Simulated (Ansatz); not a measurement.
# F₄OW (WOF4) (charge −1, doublet): what the fields show

The calculation's input:

```
crystal:
  periodic: [false, false, false]
  atoms:
    - {symbol: W, position_ang: [0.000254, -0.000463, 0.123851]}
    - {symbol: O, position_ang: [0.003582, -0.006977, 1.821923]}
    - {symbol: F, position_ang: [1.839584, 0.013661, -0.490205]}
    - {symbol: F, position_ang: [-0.012757, 1.842541, -0.479185]}
    - {symbol: F, position_ang: [-1.841479, -0.009964, -0.483059]}
    - {symbol: F, position_ang: [0.010827, -1.838799, -0.493325]}
basis:
  gaussian: {orbitals: def2-TZVPD, initial_orbitals: start.molden}
total_charge: -1
magnetization: {spin_polarized: true, initial_magnetization: 1}
hamiltonian: {xc: pbe0, dispersion: d4}
scf: {omitted_lower_state_checks: [starts]}
output: {orbitals: {seedname: orbitals}}
```

Launched as:

```sh
ansatz run in.yaml --threads 4 --pin off --events-out ev --progress --plain --max-ram 3916MiB
```

Geometry: PBE0-D4/def2-SVPD; core potentials replace the inner electrons of W.

Method: Ansatz 0.2.0, UKS PBE0-D4/def2-TZVPD.

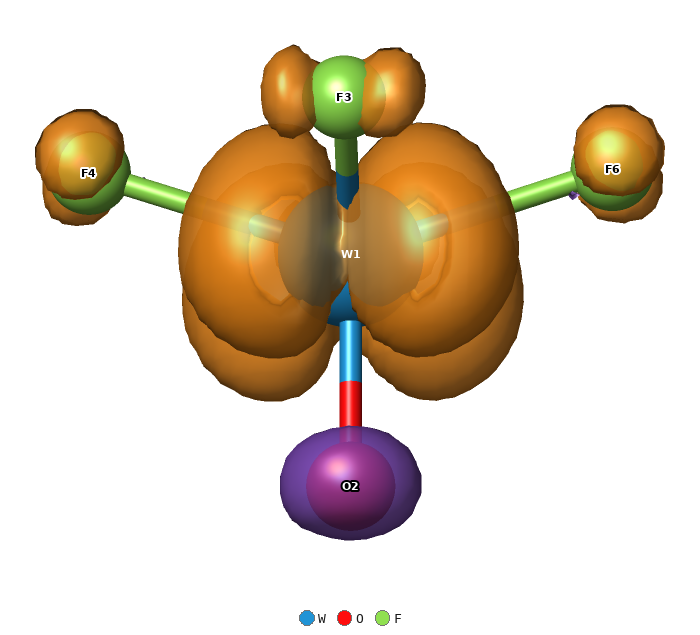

Figure 1. Isosurfaces of the spin density at +0.04 (orange) and −0.04 e/Å³ (purple), seen from one side.

Which atoms carry the spin?

Answer. The unpaired spin (1 electron) lies mostly on W1 (about 0.9), in electrons by Hirshfeld's partition.

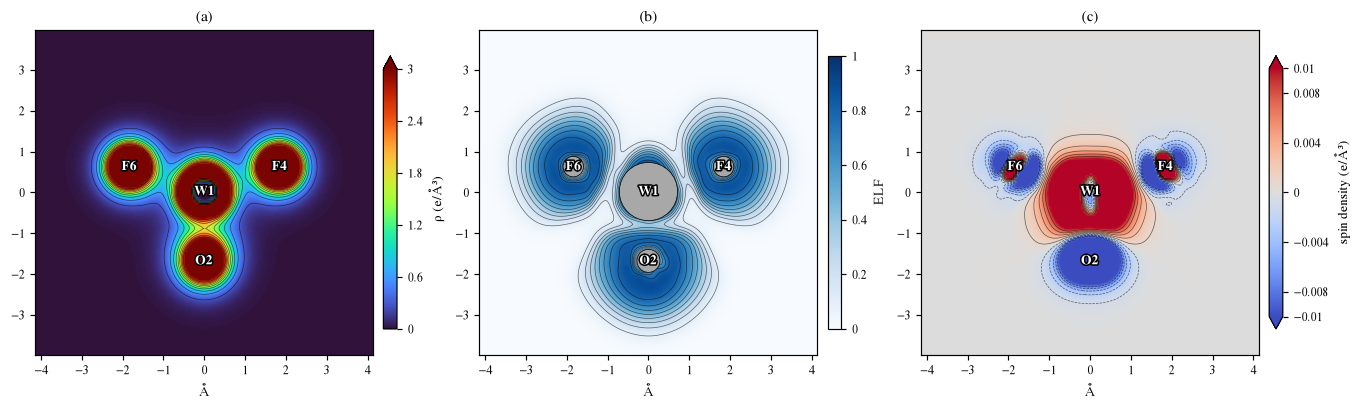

Figure 2. (a) electron density; (b) ELF; (c) spin density (α minus β) on the plane of atoms O2, W1 and F4. Grey discs cover the atomic cores in the ELF map.

Read the bonding off the picture.

Answer. Atoms in the plane: W, O and F.
W–O (1.70 Å): ρ at the midpoint is about 1.9 e/Å³; the ELF peaks at about 0.80 in the valence shell of O, 0.5 Å from its nucleus, and drops to about 0.35 between the two atoms.
W–F (1.94 Å): ρ at the midpoint is about 0.89 e/Å³; the ELF peaks at about 0.85 in the valence shell of F, 0.5 Å from its nucleus, and drops to about 0.20 between the two atoms.

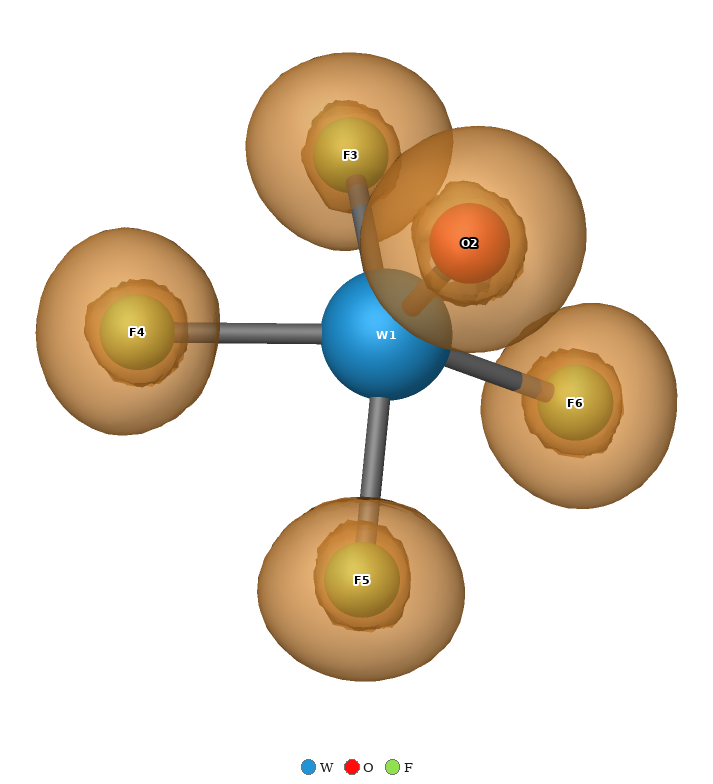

Figure 3. Isosurface of the electron localisation function at 0.75 (orange), seen at a tilt. Core shells and regions of very low density are left out.

What do the ELF domains correspond to?

Answer. The surface consists of four regions wrapped around F (the valence shell of each) and one region wrapped around O (its valence shell).
